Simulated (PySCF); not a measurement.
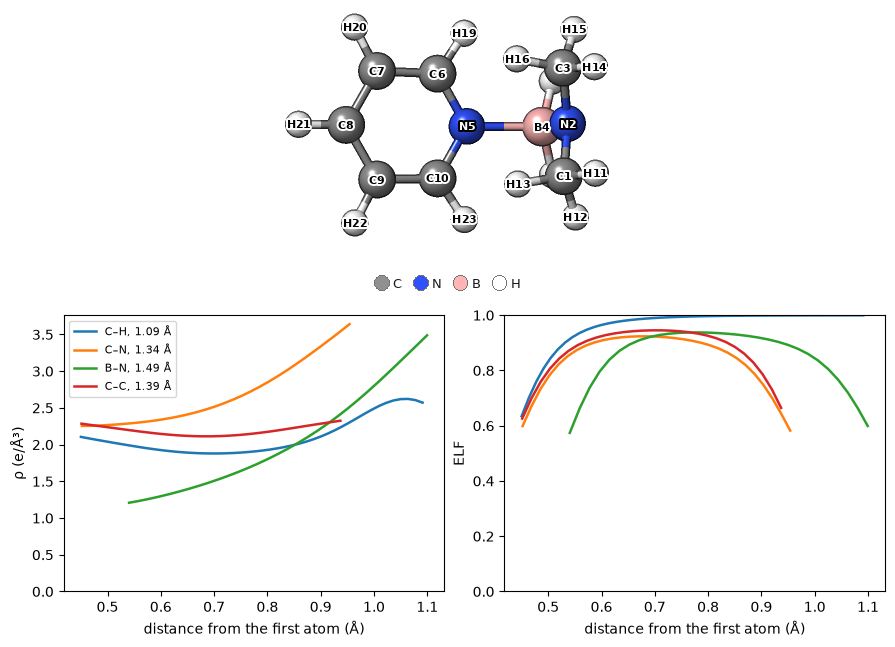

Figure. C$_{7}$H$_{13}$BN$_{2}$. Total electron density and electron localisation function along straight lines between neighbouring atoms. The curves leave out the atomic cores. The structure is drawn too.

Geometry: PBE0-D3(BJ)/def2-SVP.

Level of theory: wB97X-D/def2-SVPD, SCF density, gas phase in PySCF.

The calculation's input:

```
{"job": {"kind": "uv", "xc": "wB97X-D", "basis": "def2-SVPD", "ip": true}, "charge": 0, "multiplicity": 1}
C      2.116862    -1.126784     0.086121
N      1.873203     0.270531    -0.099092
C      1.885351     1.021973     1.118189
B      0.946161     0.694926    -1.186724
N     -0.589005     0.294826    -0.673206
C     -1.261652     1.134771     0.123625
C     -2.432233     0.756490     0.767117
C     -2.920391    -0.534023     0.574339
C     -2.216359    -1.398680    -0.261040
C     -1.053623    -0.945692    -0.869083
H      3.023422    -1.299387     0.695497
H      2.266409    -1.618192    -0.887882
H      1.289334    -1.672512     0.606775
H      2.793990     0.811112     1.712129
H      1.868180     2.100909     0.898325
H      1.020011     0.810358     1.796576
H      1.085582     0.048338    -2.219921
H      0.896618     1.912239    -1.331908
H     -0.829967     2.133011     0.221072
H     -2.953416     1.472007     1.405065
H     -3.838921    -0.861025     1.066695
H     -2.564110    -2.415542    -0.449766
H     -0.459661    -1.565861    -1.543528
```

Run with:

```sh
OMP_NUM_THREADS=1 python probes_run.py task.json out
```

**What kind of bonding do the profiles show?**

C–H (1.09 Å): ρ is about 2 e/Å³ halfway; the ELF climbs to about 1 towards the hydrogen, as it does in any bond to H: an ordinary covalent bond to hydrogen.
C–N (1.34 Å): ρ at the midpoint is about 2.4 e/Å³; the ELF peaks at about 0.90 between the atoms, as expected for a covalent bond.
B–N (1.49 Å): ρ at the midpoint is about 1.6 e/Å³; the ELF peaks at about 0.95 between the atoms; a shared but strongly polarised pair.
C–C (1.39 Å): ρ is about 2.1 e/Å³ halfway; the ELF peaks at about 0.95 between the atoms (a covalent bond).
